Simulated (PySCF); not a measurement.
CH2O2, SMILES `O=CO`.

PySCF calculation, def2-SVPD basis, gas phase; geometry: GFN2-xTB. No frequency check shows the geometry to be a minimum.

Coordinates in Å:

```
O1       1.1284    0.2627    0.0000
C2       0.1311   -0.3916    0.0000
O3      -1.1021    0.0853    0.0000
H4       0.1002   -1.4918    0.0000
H5      -1.0975    1.0580    0.0000
```

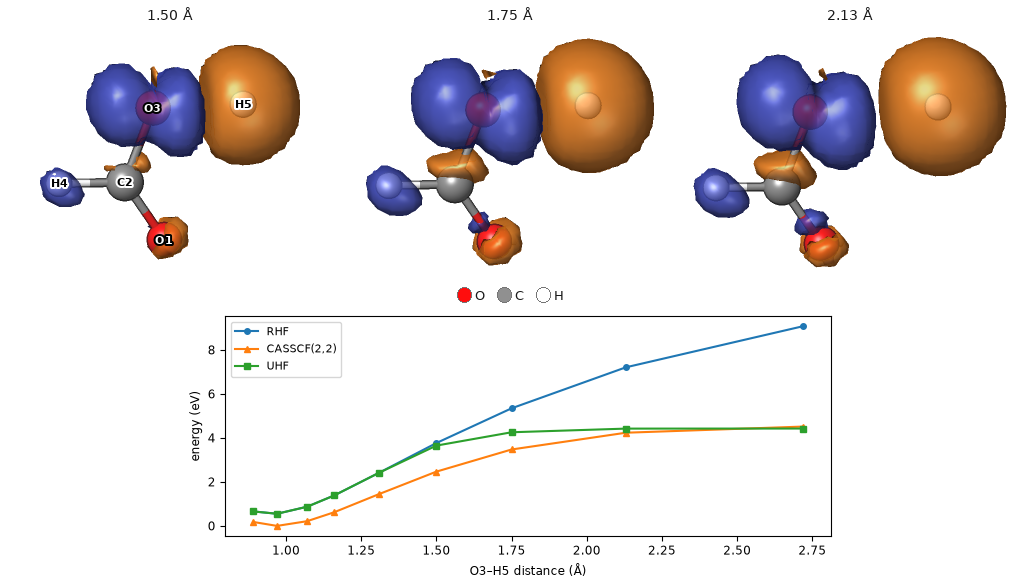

Rigid stretch of the O3–H5 bond. Broken-symmetry UHF spin density at ±0.03 e/Å³ (orange: α, blue: β). Below: energies along the scan, from the lowest point of the three curves.

Question: How does the broken-symmetry solution share the spin, and how far is it from a pure singlet?

Answer: At 2.13 Å excess α spin lies mostly on H5 and excess β on O3; the two could be swapped at no cost. ⟨S²⟩ is 0.32 at 1.50 Å, 0.76 at 1.75 Å and 0.95 at 2.13 Å, against 0 for a pure singlet and 1 for an equal mix of singlet and triplet.

Question: Where does the UHF solution part from RHF?

Answer: Between 1.31 Å (⟨S²⟩ = 0, the two coincide) and 1.50 Å (⟨S²⟩ = 0.32); at 2.72 Å ⟨S²⟩ is 1.00 and UHF lies 4.7 eV below RHF.

Question: How much energy does the stretch cost?

Answer: By CASSCF, 4.5 eV from the lowest point of the scan (0.97 Å) to 2.72 Å; RHF gives 8.5 eV from its own lowest point. The fragments aren't relaxed and dynamic correlation is missing, so this isn't a bond dissociation energy.
